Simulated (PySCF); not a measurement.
# SbH3 (stibine) at QCISD(T)/STO-3G

What is the energy change on altering one bond length of SbH3 (stibine) at QCISD(T)/STO-3G? Input form: a Python script.

The results are computed with PySCF 2.14.0.

12 further runs of the same task are left out: 1 that didn't finish, 11 set aside as unsound or not needed.

## (1) The molecule

The species is SbH3 (4 atoms), meant as a singlet with charge 0. As SMILES, `[SbH3]`. The shape is that of a PBE0-D4/def2-TZVP optimisation.

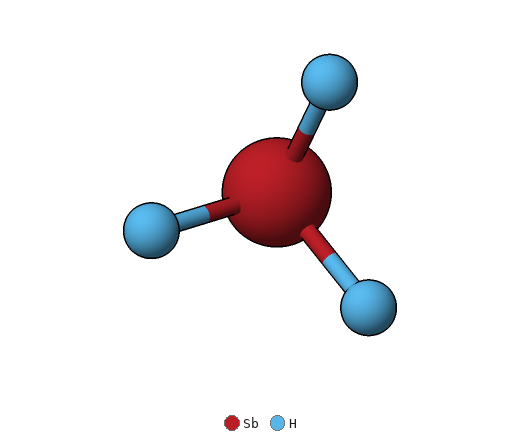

The structure, seen from a chosen angle (antimony red, hydrogen blue).

## (2) A single-point energy at QCISD(T)/STO-3G

Contents of calc.py:

```python
from pyscf import gto, cc

mol = gto.M(
    atom='''
Sb     0.862282    -0.585437    -0.877778
H      1.594740     0.136438     2.180555
H     -1.963614    -1.860246     0.016819
H     -0.493219     2.309056    -1.319596
''',
    unit='bohr',
    max_memory=1860,
    verbose=3,
    basis='sto-3g',
    charge=0,
)

hf = mol.RHF()
hf.conv_tol = 1e-10
hf.kernel()
if not hf.converged:
    hf = hf.newton().run(hf.mo_coeff, hf.mo_occ)

mycc = cc.QCISD(hf, frozen=18)
mycc.kernel()
e_t = mycc.qcisd_t()
energy = mycc.e_tot + e_t
print('E = %.10f Eh' % energy)
```

Launch:

```sh
$ OMP_NUM_THREADS=1 python calc.py
```

Output:

```text
converged SCF energy = -6253.07823239916
E(QCISD) = -6253.137859564009  E_corr = -0.05962716485019771
QCISD(T) correction = -0.000148938897114185
E = -6253.1380085029 Eh
```

Run time: 0.71 s. Hardware: 1 thread of Arm Neoverse V2, shared host; peak memory 0.12 GiB.

## (3) The distorted shape, same level

Contents of calc.py:

```python
from pyscf import gto, cc

mol = gto.Mole()
mol.atom = [
    ('Sb', (1.747449, -3.066879, -0.043657)),
    ('H', (2.135049, -2.684879, 1.574743)),
    ('H', (0.252049, -3.741479, 0.429743)),
    ('H', (-0.261000, 1.221900, -0.698300)),
]
mol.basis = 'sto-3g'
mol.verbose = 4
mol.charge = 0
mol.max_memory = 1860
mol.build()

mf = mol.RHF()
mf.conv_tol = 1e-10
mf.kernel()
if not mf.converged:
    mf = mf.newton().run(mf.mo_coeff, mf.mo_occ)

mycc = cc.QCISD(mf, frozen=18)
mycc.kernel()
e_t = mycc.qcisd_t()
e_tot = mycc.e_tot + e_t
print(f'total energy: {e_tot:.8f} hartree')
```

Launch:

```sh
$ OMP_NUM_THREADS=1 python calc.py
```

Output:

```text
PySCF version 2.14.0

[INPUT] num. atoms = 4
[INPUT] num. electrons = 54
[INPUT] charge = 0
[INPUT] spin (= nelec alpha-beta = 2S) = 0
[INPUT] symmetry False subgroup None
[INPUT] Mole.unit = angstrom
[INPUT] Symbol           X                Y                Z      unit          X                Y                Z       unit  Magmom
[INPUT]  1 Sb     1.747449000000  -3.066879000000  -0.043657000000 AA    3.302200026645  -5.795561367180  -0.082499773420 Bohr   0.0
[INPUT]  2 H      2.135049000000  -2.684879000000   1.574743000000 AA    4.034657872527  -5.073685987596   2.975832986576 Bohr   0.0
[INPUT]  3 H      0.252049000000  -3.741479000000   0.429743000000 AA    0.476303579970  -7.070370610812   0.812096573949 Bohr   0.0
[INPUT]  4 H     -0.261000000000   1.221900000000  -0.698300000000 AA   -0.493218518511   2.309056351606  -1.319595752784 Bohr   0.0

nuclear repulsion = 37.680536678537
number of shells = 14
number of NR pGTOs = 90
number of NR cGTOs = 30
basis = sto-3g
ecp = {}

******** <class 'pyscf.scf.hf.RHF'> ********
method = RHF
initial guess = minao
damping factor = 0
level_shift factor = 0
DIIS = <class 'pyscf.scf.diis.CDIIS'>
diis_start_cycle = 1
diis_space = 8
diis_damp = 0
SCF conv_tol = 1e-10
SCF conv_tol_grad = None
SCF max_cycles = 50
direct_scf = True
direct_scf_tol = 1e-13
Set gradient conv threshold to 1e-05
Initial guess from minao.
init E= -6233.87608708556
  HOMO = -0.408907015547611  LUMO = -0.195103861773186  gap/eV = 5.81788
cycle= 1 E= -6252.3797379233  delta_E= -18.5  |g|= 0.368  |ddm|= 2.37
  HOMO = -0.0298841036416451  LUMO = 0.0730196479230383  gap/eV = 2.80015
cycle= 2 E= -6252.50489554521  delta_E= -0.125  |g|= 0.205  |ddm|= 3.24
  HOMO = -0.0611660099778659  LUMO = 0.00830369367060008  gap/eV = 1.89037
cycle= 3 E= -6252.44418665335  delta_E= 0.0607  |g|= 0.135  |ddm|= 3.15
  HOMO = -0.1733898057735  LUMO = -0.0153430782080813  gap/eV = 4.30067
cycle= 4 E= -6252.52393786725  delta_E= -0.0798  |g|= 0.144  |ddm|= 3.13
  HOMO = -0.0696989183360543  LUMO = -0.0393070030391338  gap/eV = 0.82701
cycle= 5 E= -6252.57582926265  delta_E= -0.0519  |g|= 0.192  |ddm|= 0.659
  HOMO = -0.0512508940909731  LUMO = -0.0294002192125462  gap/eV = 0.59459
cycle= 6 E= -6252.50486408691  delta_E= 0.071  |g|= 0.243  |ddm|= 2.78
  HOMO = -0.0957311804838391  LUMO = 0.0161973891705944  gap/eV = 3.04573
cycle= 7 E= -6252.70516244033  delta_E= -0.2  |g|= 0.148  |ddm|=  1.3
  HOMO = -0.0974441093859709  LUMO = 0.0204907509702804  gap/eV = 3.20917
cycle= 8 E= -6252.69996659261  delta_E= 0.0052  |g|= 0.163  |ddm|= 0.0582
  HOMO = -0.109136129209153  LUMO = 0.0235471809490048  gap/eV = 3.61050
cycle= 9 E= -6252.71767562968  delta_E= -0.0177  |g|= 0.101  |ddm|= 0.215
  HOMO = -0.109939309779827  LUMO = 0.0137154430103602  gap/eV = 3.36482
cycle= 10 E= -6252.72653633529  delta_E= -0.00886  |g|= 0.0385  |ddm|= 0.203
  HOMO = -0.114104518167208  LUMO = 0.00534782033627729  gap/eV = 3.25046
cycle= 11 E= -6252.72579331414  delta_E= 0.000743  |g|= 0.0464  |ddm|= 0.276
  HOMO = -0.112565682162783  LUMO = 0.00794332098217054  gap/eV = 3.27922
cycle= 12 E= -6252.72768752503  delta_E= -0.00189  |g|= 0.0179  |ddm|= 0.0948
  HOMO = -0.110332759666514  LUMO = 0.00826990893682128  gap/eV = 3.22734
cycle= 13 E= -6252.72800916784  delta_E= -0.000322  |g|= 0.00149  |ddm|= 0.0533
  HOMO = -0.110260309766988  LUMO = 0.00842412063491466  gap/eV = 3.22957
cycle= 14 E= -6252.72801140484  delta_E= -2.24e-06  |g|= 8.47e-05  |ddm|= 0.00511
  HOMO = -0.110263088353725  LUMO = 0.0084168494173289  gap/eV = 3.22945
cycle= 15 E= -6252.72801141181  delta_E= -6.96e-09  |g|= 1.61e-05  |ddm|= 0.000222
  HOMO = -0.110264226683785  LUMO = 0.00841548648226009  gap/eV = 3.22944
cycle= 16 E= -6252.72801141206  delta_E= -2.53e-10  |g|= 1.32e-06  |ddm|= 5.63e-05
  HOMO = -0.110264193279904  LUMO = 0.00841566414251516  gap/eV = 3.22944
cycle= 17 E= -6252.72801141205  delta_E= 3.64e-12  |g|= 1.69e-07  |ddm|= 4.82e-06
  HOMO = -0.110264252177115  LUMO = 0.0084156356039799  gap/eV = 3.22944
Extra cycle  E= -6252.72801141206  delta_E= -1.82e-12  |g|= 4.96e-07  |ddm|= 2.15e-06
converged SCF energy = -6252.72801141206

******** <class 'pyscf.cc.qcisd.QCISD'> ********
QCISD nocc = 9, nmo = 12
frozen orbitals 18
max_cycle = 50
direct = 0
conv_tol = 1e-07
conv_tol_normt = 1e-05
diis_space = 6
diis_start_cycle = 0
diis_start_energy_diff = 1e+09
Init t2, MP2 energy = -6252.98328588165  E_corr(MP2) -0.255274469589813
Init E_corr(QCISD) = -0.25527446959079
cycle = 1  E_corr(QCISD) = -0.249945108826844  dE = 0.00532936076  norm(t1,t2) = 0.35041
cycle = 2  E_corr(QCISD) = -0.302249241061489  dE = -0.0523041322  norm(t1,t2) = 0.964233
cycle = 3  E_corr(QCISD) = -0.271379473586705  dE = 0.0308697675  norm(t1,t2) = 3.01127
cycle = 4  E_corr(QCISD) = -0.268779336999665  dE = 0.00260013659  norm(t1,t2) = 0.0852496
cycle = 5  E_corr(QCISD) = -0.270579431078656  dE = -0.00180009408  norm(t1,t2) = 0.0386811
cycle = 6  E_corr(QCISD) = -0.271130921052727  dE = -0.000551489974  norm(t1,t2) = 0.0087534
cycle = 7  E_corr(QCISD) = -0.271207425186696  dE = -7.6504134e-05  norm(t1,t2) = 0.0101579
cycle = 8  E_corr(QCISD) = -0.271168102645766  dE = 3.93225409e-05  norm(t1,t2) = 0.00154452
cycle = 9  E_corr(QCISD) = -0.271170011094411  dE = -1.90844864e-06  norm(t1,t2) = 0.000470626
cycle = 10  E_corr(QCISD) = -0.27114767594048  dE = 2.23351539e-05  norm(t1,t2) = 0.000149168
cycle = 11  E_corr(QCISD) = -0.271154303749706  dE = -6.62780923e-06  norm(t1,t2) = 5.49836e-05
cycle = 12  E_corr(QCISD) = -0.271151193007107  dE = 3.1107426e-06  norm(t1,t2) = 2.7407e-05
cycle = 13  E_corr(QCISD) = -0.271152934484599  dE = -1.74147749e-06  norm(t1,t2) = 9.4153e-06
cycle = 14  E_corr(QCISD) = -0.271153183487296  dE = -2.49002697e-07  norm(t1,t2) = 3.1805e-06
cycle = 15  E_corr(QCISD) = -0.271153476213205  dE = -2.92725909e-07  norm(t1,t2) = 1.89289e-06
cycle = 16  E_corr(QCISD) = -0.271153472484226  dE = 3.72897918e-09  norm(t1,t2) = 6.1147e-07
QCISD converged
E(QCISD) = -6252.999164884541  E_corr = -0.2711534724842257
QCISD(T) correction = -0.000125528751744518
total energy: -6252.99929041 hartree
```

Run time: 0.79 s. Hardware: 1 thread of Arm Neoverse V2, shared host; peak memory 0.12 GiB.

## (4) Results

Level: QCISD(T)/STO-3G, 18 core orbitals frozen.

```
                                                          quantity           value
                                         first shape: total energy  -6253.13801 Eh
                 first shape: dipole moment (Hartree–Fock density)          0.66 D
                  first shape: HOMO energy (Hartree–Fock orbitals)        -6.85 eV
                  first shape: LUMO energy (Hartree–Fock orbitals)         9.32 eV
                first shape: HOMO–LUMO gap (Hartree–Fock orbitals)        16.17 eV
         first shape: correlation energy (18 core orbitals frozen)       -59.8 mEh
                                       first shape: (T) correction       -0.15 mEh
                                        first shape: T1 diagnostic           0.005
                                     distorted shape: total energy  -6252.99929 Eh
             distorted shape: dipole moment (Hartree–Fock density)          2.16 D
              distorted shape: HOMO energy (Hartree–Fock orbitals)        -3.00 eV
              distorted shape: LUMO energy (Hartree–Fock orbitals)         0.23 eV
            distorted shape: HOMO–LUMO gap (Hartree–Fock orbitals)         3.23 eV
     distorted shape: correlation energy (18 core orbitals frozen)      -271.3 mEh
                                   distorted shape: (T) correction       -0.13 mEh
                                    distorted shape: T1 diagnostic           0.023
energy change with the Sb1–H4 bond stretched from 1.707 to 4.781 Å        3.775 eV
```

In words: One bond (distorted shape) is far stretched, which a spin-restricted single reference describes badly; perturbation theory on it can break down and give far too much correlation. With the Sb1–H4 bond stretched from 1.707 to 4.781 Å the energy rises by 3.77 eV (364 kJ/mol). The first shape isn't relaxed at this level, so the change isn't measured from a minimum. A restricted reference can't describe the breaking bond well at this length. The minimal basis adds a large error of its own. The triples (first shape) make up 0.2 % of the correlation energy. Relativity is left out (first shape) although the molecule holds a heavy atom. The T1 diagnostic (distorted shape) of 0.023 is above the customary mark for such species, so a single reference may not serve. Mulliken charges (distorted shape) of the mean-field density run from -0.14 on H2 to +0.36 on Sb1.
